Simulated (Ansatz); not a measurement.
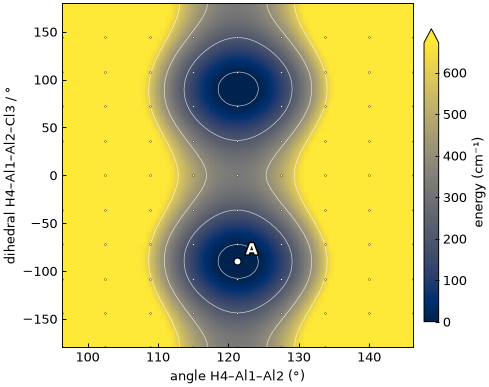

Al₂ClH₃, SMILES [AlH2][AlH][Cl]. The first coordinate is: angle H4–Al1–Al2; the second: dihedral H4–Al1–Al2–Cl3. Nothing is relaxed (all other coordinates rigid). The grid has 9 × 10 points; 54 points were computed and 36 follow by symmetry. Points are written as (first, second). Energies: cm⁻¹, counted from the lowest grid point. Theory: Ansatz 0.2.0, RKS PBE0-D4/def2-TZVP.

In the figure: a smooth colour map with a few white contour lines, dots at the grid points, one colour for all values above the top of the scale, the well A. Between grid points the surface is interpolated.

Where is the minimum, and how stiff is the well along each coordinate? Take the well at A.

The interpolated minimum is at angle H4–Al1–Al2 ≈ 121.3°, dihedral H4–Al1–Al2–Cl3 ≈ −90°. The curvatures there are about 3.2 eV/rad² and 0.082 eV/rad², with a cross term of about 0 eV/rad². Round the minimum the two coordinates are nearly uncoupled. (1 eV is 8066 cm⁻¹.)
